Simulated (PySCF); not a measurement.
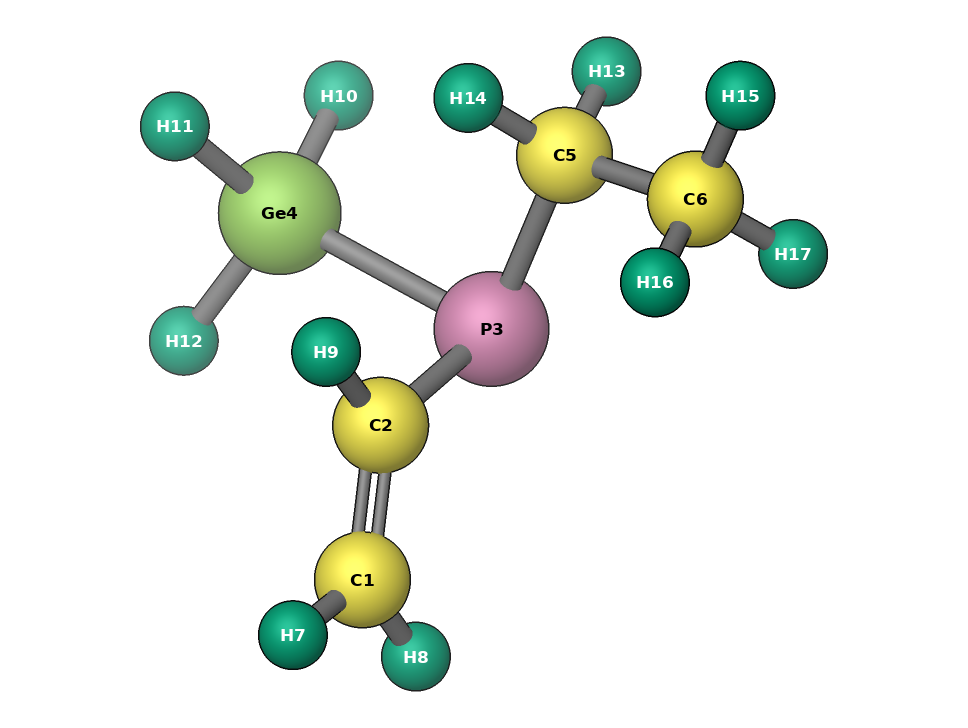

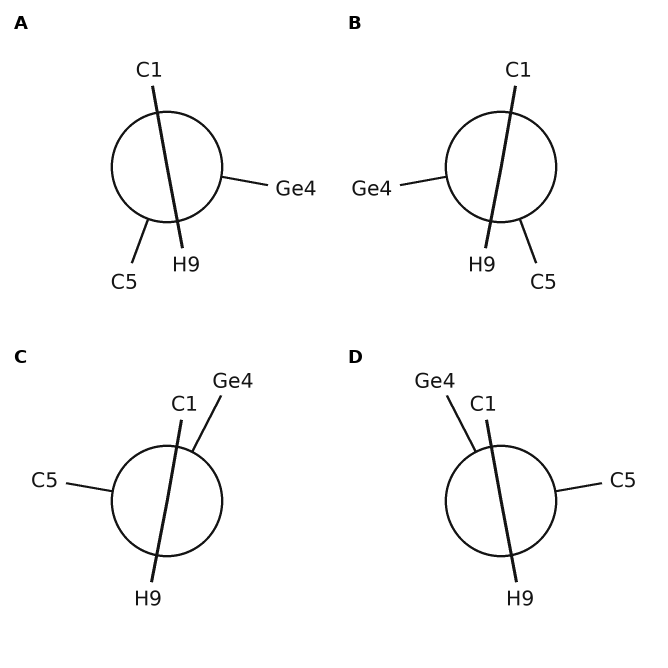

Depth is shown by fading: the farther an atom, the more it takes the colour of the background. Bonds that would overlap in a projection are set slightly apart. The computed structure is the end point of a PBE0-D3(BJ)/def2-SVP optimisation. No frequency run is at hand to confirm it as a minimum.

Which Newman projection shows the view along C2–P3, with C2 in front?

A. The torsion angle C1–C2–P3–Ge4 is 110°, anticlinal.
